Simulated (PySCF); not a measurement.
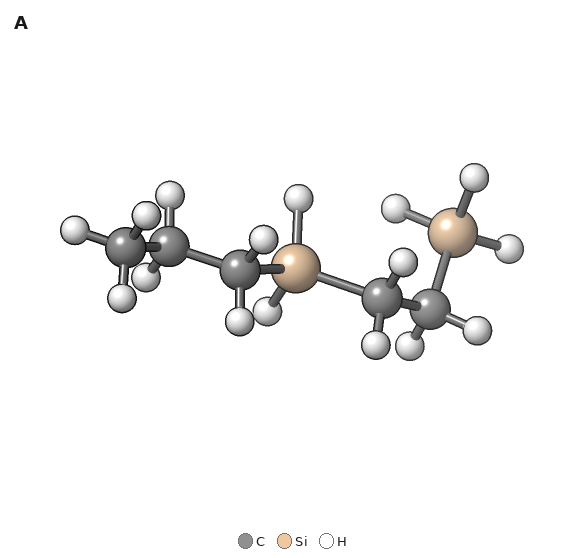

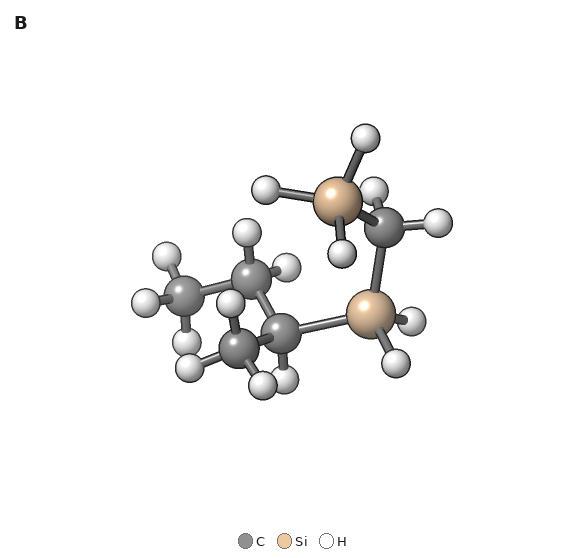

2 stationary structures of one formula. Geometries: PBE0-D3(BJ)/def2-SVP. Electronic energies: PBE0/pcSseg-1 (PySCF 2.14.0), without zero-point energy. No frequency run is at hand to confirm each as a minimum. Each is one conformer, not always the lowest.

Which is lowest in energy, and by how much?

B is lowest; A lies 0.153 eV above it. A is `CCC[SiH2]CC[SiH3]`, B is `CC[C@H](C)[SiH2]C[SiH3]`.
